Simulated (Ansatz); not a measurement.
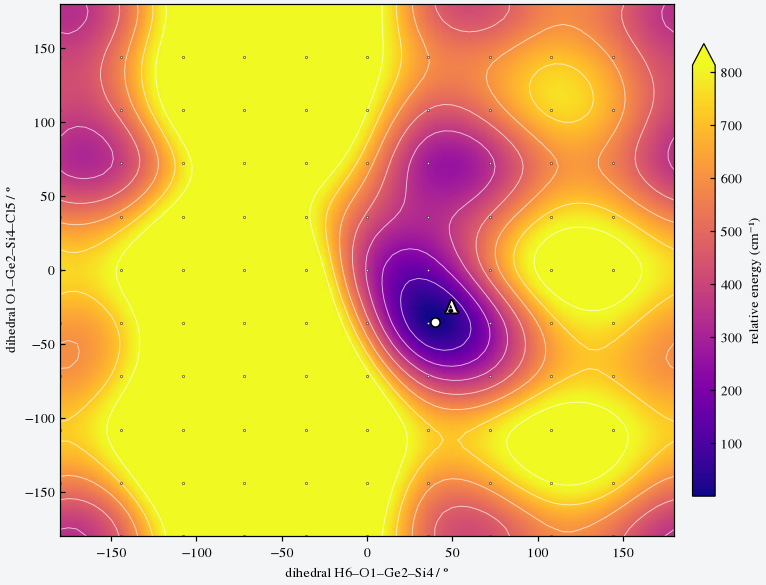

ClFGeH4OSi, SMILES [OH][GeH]([F])[SiH2]Cl. 
- First axis: dihedral H6–O1–Ge2–Si4. Second axis: dihedral O1–Ge2–Si4–Cl5.
- Nothing is relaxed (all other coordinates rigid).
- The grid has 10 × 10 points.
- All energies are given in cm⁻¹ relative to the relaxed molecule at the same level.
- Computed with RKS PBE0-D4/def2-TZVP (Ansatz).

In the figure: a smooth colour map with a few white contour lines, dots at the grid points, one colour for all values above the top of the scale, the point A. Between grid points the surface is interpolated.

Find the lowest pass out of the well at A.

The easiest path leads from the well at dihedral H6–O1–Ge2–Si4 = 36°, dihedral O1–Ge2–Si4–Cl5 = −36° to the well at about dihedral H6–O1–Ge2–Si4 = 50°, dihedral O1–Ge2–Si4–Cl5 = 70°, about 260 cm⁻¹ higher. Its highest point lies about 320 cm⁻¹ above the bottom of the first well on the interpolated surface, at dihedral H6–O1–Ge2–Si4 = 36°, dihedral O1–Ge2–Si4–Cl5 = 36°. Seen from the upper well the barrier is about 65 cm⁻¹. The start is the relaxed structure and all else is held, so a fully relaxed path at this level can only be lower.

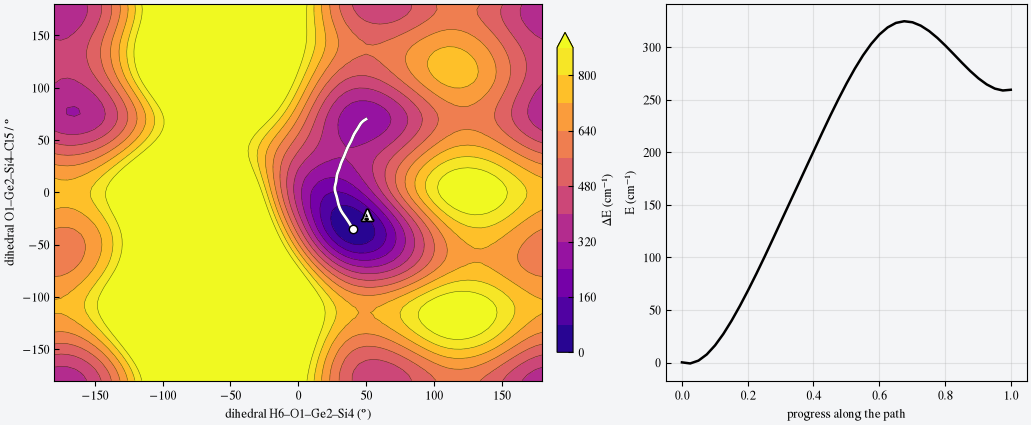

In the figure: filled contours, a line along the lowest path, one colour for all values above the top of the scale, the energy along the path at the right. Between grid points the surface is interpolated.
